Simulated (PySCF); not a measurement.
## Run report: Ag8Cl8, excited-state calculation

System: Ag8Cl8.
Method: TDA CAM-B3LYP/def2-SVP, vertical, gas phase, core orbitals frozen in the response, virtual orbitals cut by energy (PySCF 2.14.0).

The geometry comes from this level: GFN2-xTB.

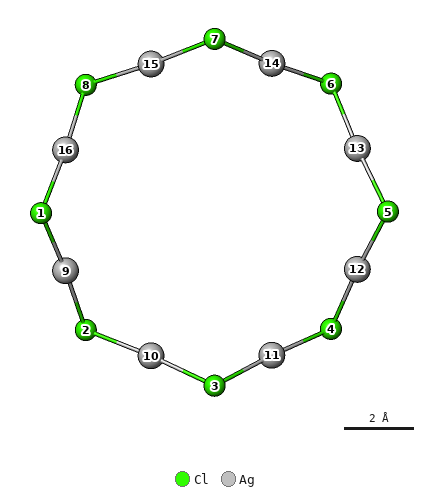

*The structure (ball-and-stick view, seen on its broad side; atoms are numbered from 1 in the order of the input). Sticks mark near contacts.*

**The input**
```
{"job": {"kind": "uv", "basis": "def2-SVP", "grid": 1, "kgrid": 0, "vcut": 1.5, "nstates": 6, "ntriplets": 2, "tda": true, "delta": [], "pop": true, "xc": "CAM-B3LYP"}, "charge": 0, "multiplicity": 1}
Cl     5.088841     0.000608     1.217508
Cl     3.594111     3.594619    -1.220251
Cl    -0.000561     5.083095     1.216593
Cl    -3.596980     3.595561    -1.217864
Cl    -5.086198     0.001281     1.217138
Cl    -3.598795    -3.594983    -1.217054
Cl    -0.000896    -5.084366     1.215170
Cl     3.597510    -3.593527    -1.216498
Ag     4.280822     1.772471    -0.001605
Ag     1.771725     4.277657    -0.001033
Ag    -1.772825     4.278604    -0.000693
Ag    -4.280528     1.773022     0.000156
Ag    -4.281157    -1.772511     0.001263
Ag    -1.773399    -4.278666    -0.001788
Ag     1.772785    -4.276734     0.000026
Ag     4.280985    -1.770765     0.002087
```

The first line tells a small driver script what to run in PySCF; the rest is the geometry in Å.

Run on 4 CPU threads, shared host.

Launched with:
```bash
OMP_NUM_THREADS=4 python <driver script> task.json out
```

**Log**
```
start: PBE on a coarse grid of 112780 points
cycle   1  E = -4843.6983418278  dE = -9.112e+01  |g| = 6.228e+00  |ddm| = 1.452e+01
cycle   2  E = -4670.6436225511  dE =  1.731e+02  |g| = 1.891e+01  |ddm| = 2.461e+02
cycle   3  E = -4854.5296402118  dE = -1.839e+02  |g| = 1.684e+00  |ddm| = 2.474e+02
cycle   4  E = -4854.1420598121  dE =  3.876e-01  |g| = 2.105e+00  |ddm| = 5.174e+00
cycle   5  E = -4855.3174664433  dE = -1.175e+00  |g| = 2.209e-01  |ddm| = 3.065e+00
cycle   6  E = -4855.3299034413  dE = -1.244e-02  |g| = 7.225e-02  |ddm| = 3.212e-01
cycle   7  E = -4855.3310536051  dE = -1.150e-03  |g| = 2.220e-02  |ddm| = 1.129e-01
cycle   8  E = -4855.3311602161  dE = -1.066e-04  |g| = 7.874e-03  |ddm| = 3.484e-02
final grid: 112780 points
cycle   9  E = -4856.5934756397  dE = -2.045e-02  |g| = 1.156e-01  |ddm| = 5.784e-01
cycle  10  E = -4856.5945564461  dE = -1.081e-03  |g| = 9.483e-02  |ddm| = 2.739e-01
cycle  11  E = -4856.5964820794  dE = -1.926e-03  |g| = 1.369e-02  |ddm| = 1.100e-01
cycle  12  E = -4856.5965345891  dE = -5.251e-05  |g| = 4.981e-03  |ddm| = 2.337e-02
cycle  13  E = -4856.5965394785  dE = -4.889e-06  |g| = 6.525e-04  |ddm| = 9.915e-03
cycle  14  E = -4856.5965382794  dE =  1.199e-06  |g| = 2.015e-04  |ddm| = 1.250e-03
cycle  15  E = -4856.5965339111  dE =  4.368e-06  |g| = 5.161e-05  |ddm| = 6.402e-04
converged SCF energy = -4856.5965339111

Static polarisability (au): isotropic 250.142, principal 193.610 278.347 278.468

Singlet excitations
state   eV       nm        f      main configurations
  1   5.5667    222.7   0.00000   H->L 0.42, H-3->L+2 0.10, H-2->L+1 0.09
  2   5.5669    222.7   0.00000   H-1->L 0.42, H-4->L+1 0.11, H-2->L+2 0.09
  3   5.6295    220.2   0.00000   H-2->L 0.36
  4   5.6296    220.2   0.00000   H-3->L 0.36
  5   5.6687    218.7   0.00000   H-4->L 0.38, H->L+2 0.18, H-1->L+1 0.17
  6   5.7256    216.5   0.00000   H-8->L 0.34, H-1->L+2 0.15, H->L+1 0.15

Triplet excitations (Tamm-Dancoff, eV): 5.0986 5.0991
```

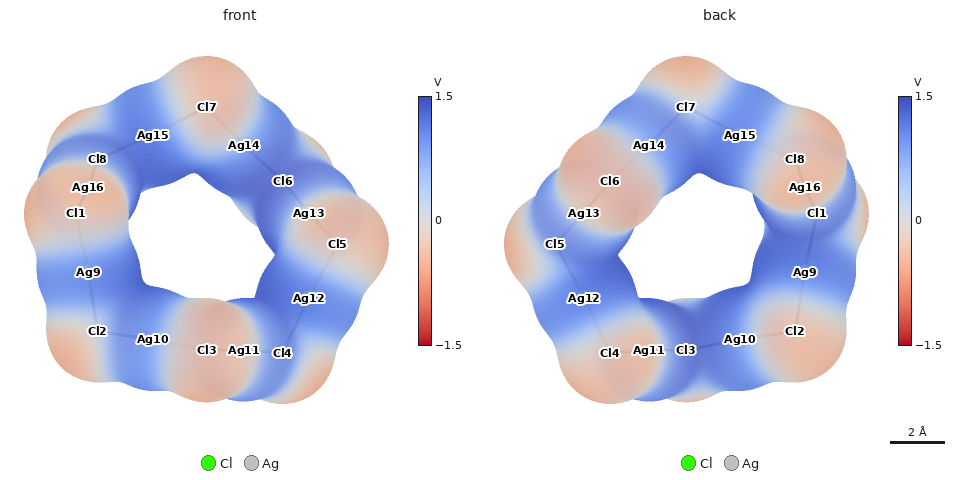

*The electrostatic potential painted on the density surface at 0.002 e/bohr³, seen at a tilt and from behind; the colour scale runs from red (negative) to blue (positive).*

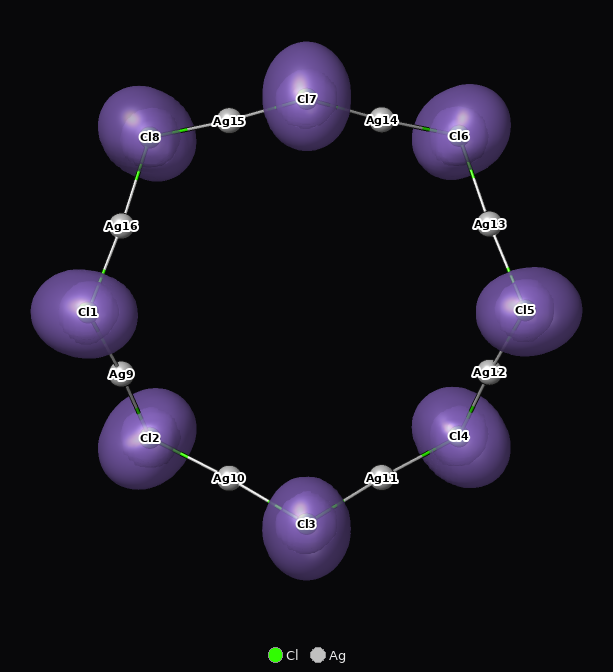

*Isosurface of the electron localisation function at 0.75 (purple), seen at a tilt. Only the valence region is drawn (cores and ρ < 0.01 e/Å³ removed).*

Values along the shortest contacts: Ag–Cl (2.30 Å): the ELF peaks at about 0.85 in the valence shell of Cl, 0.8 Å from its nucleus, and is about 0.20 at the midpoint.

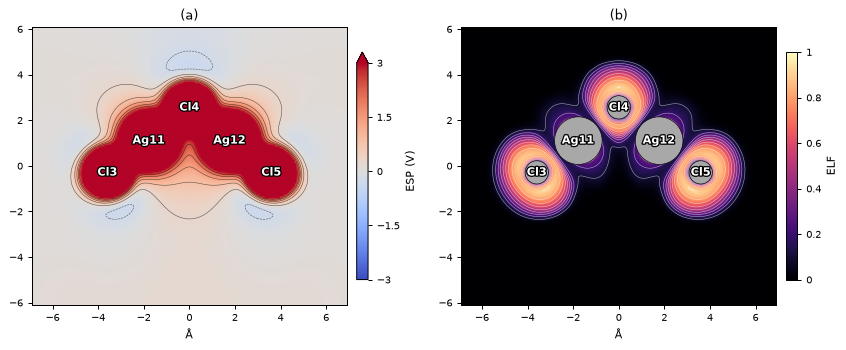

*(a) molecular electrostatic potential; (b) electron localisation function on the plane of atoms Ag11, Cl4 and Ag12. Grey discs, where drawn, cover atomic cores.*

Ag–Cl (2.30 Å): the ELF peaks at about 0.85 in the valence shell of Cl, 0.8 Å from its nucleus, and is about 0.20 at the midpoint.

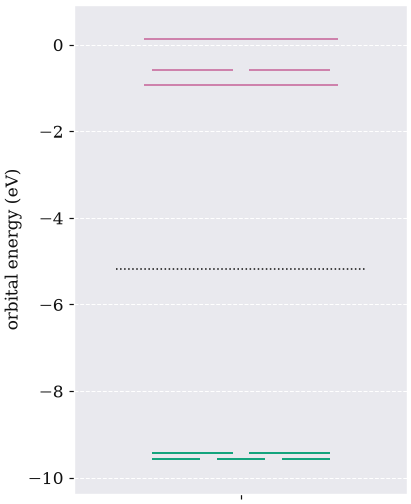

*Orbital energies near the frontier; the dotted line parts filled from empty levels, and levels within 0.02 eV of each other stand side by side.*

Highest filled −9.42 eV, lowest empty −0.93 eV, 8.49 eV apart.

**Results in brief**

```csv
quantity,value
outcome,converged
total energy,−4856.596534 hartree
HOMO,−9.42 eV
LUMO,−0.93 eV
dipole moment,0.01 D
mean polarisability,250.14 a.u.
lowest singlet excitation,5.57 eV
wall time,2.5 min (CPU time 8.2 min)
peak memory,2.2 GiB
```

Spin–orbit coupling is left out, which matters for the heavy atoms.
